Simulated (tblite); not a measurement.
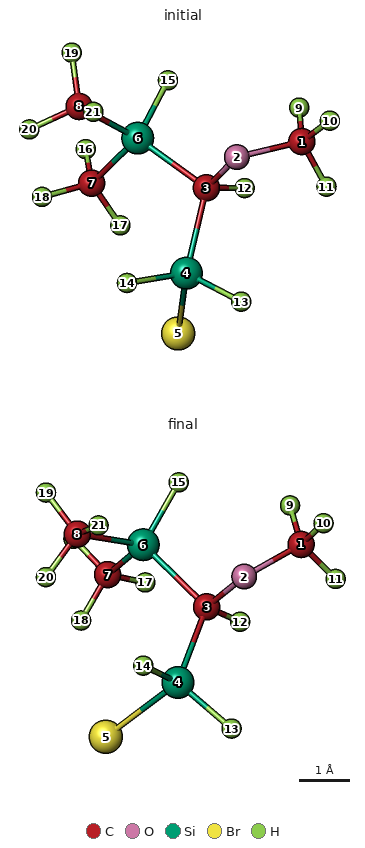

The structure of C₄H₁₃BrOSi₂ before (top) and after (bottom) a relaxation, at one scale.

The picture is a ball-and-stick view, seen at a tilt.

The calculation used GFN2-xTB geometry optimisation, gas phase in tblite 0.8.0. 

**What changed between the two?**

The largest move after the best rigid fit is that of Br5, 1.84 Å. Largest moves by element: Br 1.84 Å, H 1.42 Å, C 0.62 Å, Si 0.48 Å, O 0.29 Å. Some distances before and after: C3–Si4 1.825 → 1.894 Å, O2–C3 1.382 → 1.446 Å, C3–Si6 1.867 → 1.928 Å, Si6–C8 1.845 → 1.898 Å. Bond angles that change, for instance: O2–C3–Si4 112.1° → 98.7°, C3–Si6–C8 114.7° → 107.9°, H13–Si4–H14 106.8° → 112.8°. Groups turn about Si6–C7 by about 40°, Si6–C8 by about 40°, C3–Si6 by about 30°. Over 203 geometry steps the energy falls by 18.2 kcal/mol. The run took 7.5 s on 1 thread of Intel(R) Xeon(R) Processor @ 2.50GHz (shared host).
